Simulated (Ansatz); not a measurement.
# Run report: C2H8Si, single-point calculation

The run: single-point calculation of C2H8Si. Method and program: RKS CAM-B3LYP-D4/def2-TZVPP (Ansatz 0.2.0).

The geometry comes from this level: PBE0-D4/def2-TZVP.

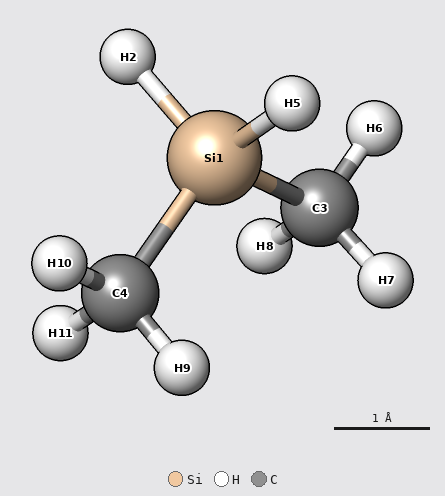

**Figure 1.** The structure as given in the input (ball-and-stick view, seen at a tilt; atoms are numbered from 1 in the order of the input). Bond lengths as drawn: C–H 1.09 Å, C–Si 1.87 Å and H–Si 1.49 Å.

Key numbers:

| quantity | value |
| --- | --- |
| outcome | converged |
| total energy | −10082.7811 eV |
| mean-field energy | −10082.6353 eV |
| dispersion energy | −0.1459 eV |
| SCF solution under orbital rotations | stable |
| hardware | 8 threads of Arm Neoverse N1, 23 GiB of memory available, shared host |
| wall time | 1.6 s (CPU time 9.9 s) |
| peak memory | 0.7 GiB |

The input:
```yaml
crystal:
  periodic: [false, false, false]
  atoms:
    - {symbol: Si, position_ang: [-0.636952, -0.049926, 0.016914]}
    - {symbol: H, position_ang: [-0.119110, 0.291577, 1.373100]}
    - {symbol: C, position_ang: [-2.070280, -1.243087, 0.178175]}
    - {symbol: C, position_ang: [0.745671, -0.776357, -1.014783]}
    - {symbol: H, position_ang: [-1.112331, 1.217225, -0.609428]}
    - {symbol: H, position_ang: [-2.873012, -0.812283, 0.780852]}
    - {symbol: H, position_ang: [-2.482277, -1.492533, -0.802879]}
    - {symbol: H, position_ang: [-1.751440, -2.172490, 0.656701]}
    - {symbol: H, position_ang: [0.394372, -1.019120, -2.020821]}
    - {symbol: H, position_ang: [1.576566, -0.073472, -1.108576]}
    - {symbol: H, position_ang: [1.129687, -1.693418, -0.560956]}
basis:
  gaussian: {orbitals: def2-TZVPP}
hamiltonian: {xc: {name: CAM-B3LYP}, dispersion: d4}
```

Run as:
```bash
ansatz run in.yaml --threads 8 --pin off --events-out ev --progress --plain --max-ram 19148MiB
```

Output:
```
Functional definition: CAM-B3LYP
  name "CAM-B3LYP"
  cite "Yanai, Tew & Handy, Chem. Phys. Lett. 393, 51 (2004) doi:10.1016/j.cplett.2004.06.011"
  cite "Iikura, Tsuneda, Yanai & Hirao, J. Chem. Phys. 115, 3540 (2001) doi:10.1063/1.1383587"
  cite "Becke, Phys. Rev. A 38, 3098 (1988) doi:10.1103/PhysRevA.38.3098"
  cite "Lee, Yang & Parr, Phys. Rev. B 37, 785 (1988) doi:10.1103/PhysRevB.37.785"
  cite "Vosko, Wilk & Nusair, Can. J. Phys. 58, 1200 (1980) doi:10.1139/p80-159"
  parameter alpha = 0.19
  parameter beta = 0.46
  parameter omega = 0.33/bohr
  parameter ac = 0.81
  # Exact exchange under (alpha + beta erf(omega r))/r, Becke's under what is left of 1/r.
  exchange = (1 - alpha - beta)*b88_x + beta*b88_x_sr(omega) + alpha*exact_x + beta*exact_x_lr(omega)
  correlation = (1 - ac)*vwn5_c + ac*lyp_c
1123 factors; their error is unknown
309 factors; integrals over basis functions are off by at most 1.4e-5 eV
mean field evaluation 1: about -10075.6647 eV, gradient 5.7e1 eV
mean field evaluation 2: about -10076.6690 eV, gradient 5.0e1 eV
mean field evaluation 4: about -10082.6379 eV, gradient 5.9e-1 eV
mean field evaluation 8: about -10082.6350 eV, gradient 3.9e-1 eV
mean field -10082.63515425 eV, -370.5300076632 hartree, gradient 4.5e-5 eV, S^2 0.000000; 0 other end points of the search recorded, 0 dependent functions left out
reference -10082.63529123 eV, -370.5300126969 hartree; 17, 17 occupied and 199, 199 virtual orbitals, 1123 factors
Total energy: -10082.78114977 eV, -370.5353728994 hartree
```
